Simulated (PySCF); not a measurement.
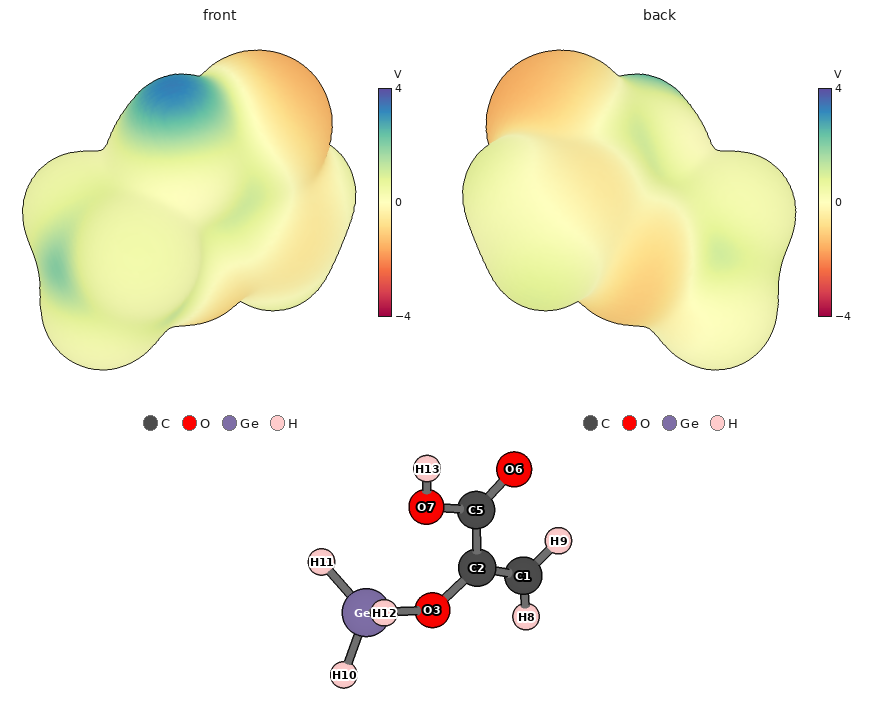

*C3H6GeO3 (SMILES C=C([O][GeH3])C(=O)O). The electrostatic potential painted on the density surface at 0.002 e/bohr³, seen from the front and from behind; the colour scale runs from red (negative) to blue (positive). The bare structure is drawn below in the same view.*

Geometry: GFN2-xTB.

All numbers below come from wB97X-D/def2-SVPD, SCF density, gas phase (PySCF).

```yaml
atoms:
  - { symbol: C, position_ang: [-1.5034, -1.5864, -0.5724] }
  - { symbol: C, position_ang: [-0.6342, -0.6333, -0.2250] }
  - { symbol: O, position_ang: [0.6215, -0.6169, -0.6983] }
  - { symbol: Ge, position_ang: [1.9848, 0.4788, -0.4184] }
  - { symbol: C, position_ang: [-1.0802, 0.4249, 0.7112] }
  - { symbol: O, position_ang: [-2.1842, 0.5247, 1.1789] }
  - { symbol: O, position_ang: [-0.1010, 1.3026, 1.0096] }
  - { symbol: H, position_ang: [-1.2240, -2.3767, -1.2445] }
  - { symbol: H, position_ang: [-2.5006, -1.5696, -0.1747] }
  - { symbol: H, position_ang: [2.9463, -0.2244, -1.3227] }
  - { symbol: H, position_ang: [2.4224, 0.4375, 1.0138] }
  - { symbol: H, position_ang: [1.6746, 1.8630, -0.9005] }
  - { symbol: H, position_ang: [-0.4265, 1.9763, 1.6253] }
```

> Describe the electrostatic potential map.

The most negative region (about −1.5 V) lies over O6, the most positive (about +3.2 V) over H13. O6 is the likeliest acceptor of a hydrogen bond.

> How polar is the molecule by this calculation?

Its dipole moment is 2.37 D.
